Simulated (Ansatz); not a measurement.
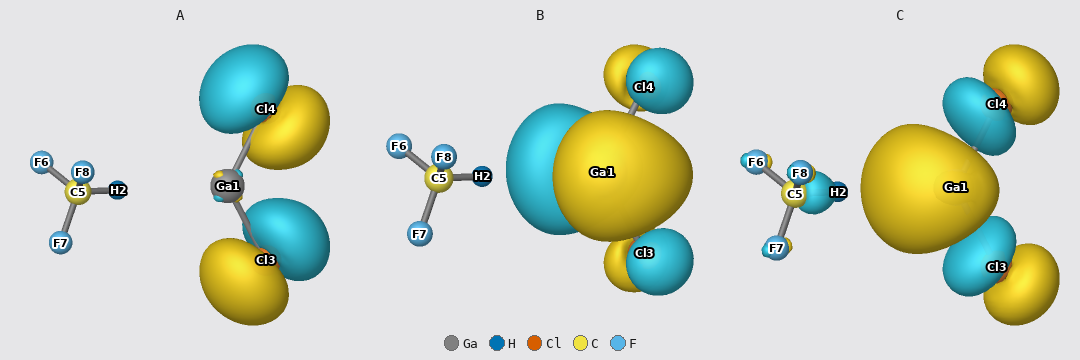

Figure 1: Cl2Ga···CHF3 (doublet). Three frontier orbitals at ±0.08 Å⁻³ᐟ² (yellow and cyan are the two phases), in no order.

All numbers below come from UKS PBE/def2-SVP in Ansatz 0.2.0.

```yaml
atoms:
  - { symbol: Ga, position_ang: [0.0015, -0.0002, -0.6777] }
  - { symbol: H, position_ang: [-0.0026, 0.0003, 2.4368] }
  - { symbol: Cl, position_ang: [1.9015, 0.0001, -1.7666] }
  - { symbol: Cl, position_ang: [-1.9000, -0.0001, -1.7642] }
  - { symbol: C, position_ang: [-0.0007, 0.0000, 3.5545] }
  - { symbol: F, position_ang: [-0.6817, -1.0618, 4.0173] }
  - { symbol: F, position_ang: [1.2604, -0.0597, 4.0142] }
  - { symbol: F, position_ang: [-0.5784, 1.1213, 4.0177] }
```

Question: Which picture is the HOMO−1, the HOMO and the LUMO? All are α orbitals.

Answer: A is the HOMO−1 (α) (−7.86 eV). Its weight (Hirshfeld) is mainly on Cl3 (about 45 %) and Cl4 (about 45 %); largely a combination of lone pairs on Cl3 and Cl4. C is the HOMO (α) (−6.17 eV). It lies mainly on Ga1 (about 55 %), Cl4 (about 20 %) and Cl3 (about 20 %). B is the LUMO (α) (−2.82 eV). It lies mainly on Ga1 (about 80 %), Cl4 (about 10 %) and Cl3 (about 10 %).

Question: What is the gap between the highest occupied and lowest empty α orbitals?

Answer: 3.35 eV between the orbital energies.
